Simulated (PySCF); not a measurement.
C2H9NSi2 (SMILES N[SiH2]/C=C/[SiH3])

Input file:

```
{"job": {"kind": "nmr", "xc": "PBE0", "basis": "pcSseg-1", "pop": false}, "charge": 0, "multiplicity": 1}
N     -2.054100    -0.262200    -0.858600
Si    -1.927400    -0.427400     0.858800
C     -0.069300    -0.344400     1.153600
C      0.924000    -0.575400     0.259900
Si     2.845100    -0.304000     0.248900
H     -3.030000    -0.507100    -1.104400
H     -2.024100     0.743900    -1.170200
H     -2.467900    -1.749800     1.118900
H     -2.731800     0.550200     1.678000
H      0.147400    -0.131100     2.176100
H      0.464500    -0.649200    -0.725600
H      2.906300     0.773000    -0.770800
H      3.422600    -1.629200    -0.249400
H      3.114800    -0.083700     1.641900
```

Run with:

```sh
OMP_NUM_THREADS=1 python probes_run.py task.json out
```

Geometry: GFN2-xTB, MD frame at 250 fs, 300 K.

The calculation used PBE0/pcSseg-1, SCF density, gas phase, non-relativistic in PySCF.

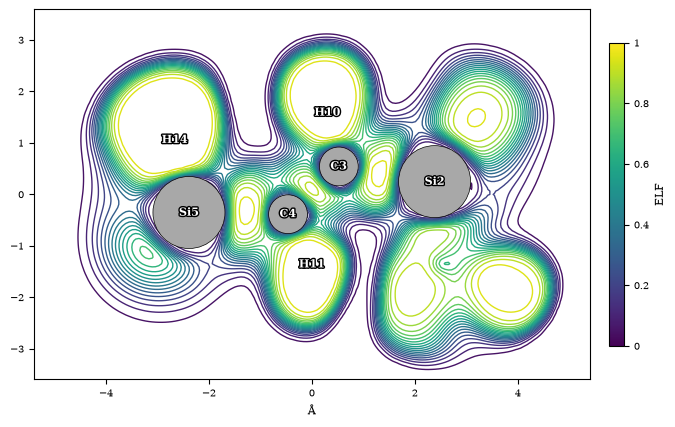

Figure 1. ELF on the plane of atoms Si2, C3 and H10. Grey discs cover the atomic cores.

Interpret the plot.

Answer.
- Atoms in the plane: Si, C and H.
- C–C (1.36 Å): the ELF peaks at about 0.90 between the atoms, as expected for localised, covalent bonding.
- C–Si (1.88 Å): the ELF peaks at about 0.95 between the atoms, as expected for localised, covalent bonding.
- C–Si (1.94 Å): the ELF peaks at about 0.95 between the atoms, as expected for a covalent bond.
- C–H (1.07 Å): the ELF climbs to about 1 towards the hydrogen, as it does in any bond to H: an ordinary covalent bond to hydrogen.
- Si–H (1.44 Å): the ELF climbs to about 1 towards the hydrogen.
- The ELF also peaks beside N1, away from the bonds: lone-pair regions.

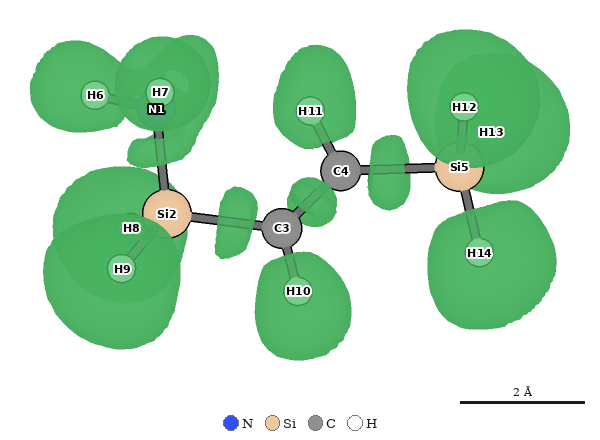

Figure 2. Isosurface of the ELF at 0.8 (green), seen across its widest extent. Core shells and regions of very low density are left out.

What do the ELF domains correspond to?

Answer. The ELF exceeds this value in one region between bonded C–C atoms (shared pairs), two regions between bonded C–Si atoms (shared pairs), seven regions around hydrogen nuclei and one joined region spread over several atoms (H, N), in which their bonds and any lone pairs are merged. Profiles from the grid: Si–N (1.73 Å): the ELF peaks at about 0.90 between the atoms: a polar covalent bond.

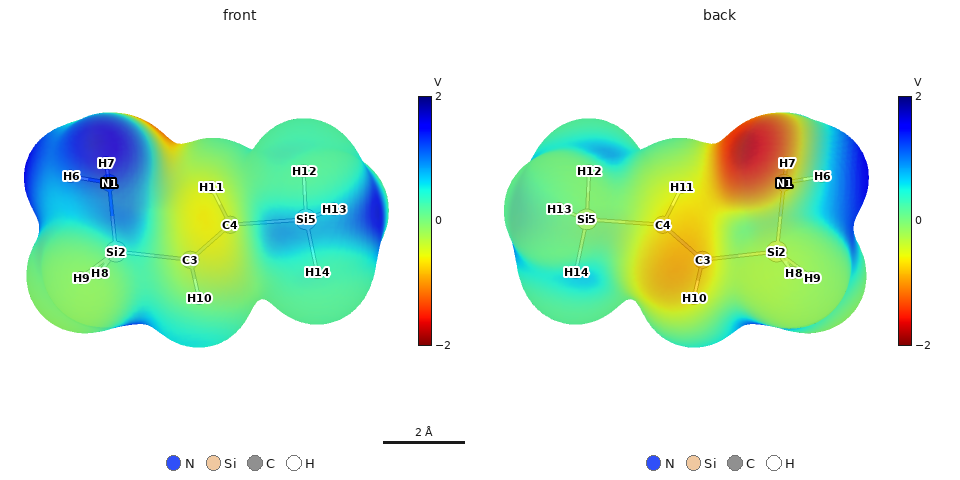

Figure 3. The molecular electrostatic potential painted on the density surface at 0.002 e/bohr³, seen from the front and from behind; the colour scale runs from red (negative) to blue (positive).

Describe the electrostatic potential map.

Answer. The most negative region (about −1.6 V) lies over N1, the most positive (about +1.6 V) over Si5, H6 and H7. N1 is the likeliest acceptor of a hydrogen bond.

What dipole moment does the calculation give?

Answer. Its dipole moment is 1.47 D.
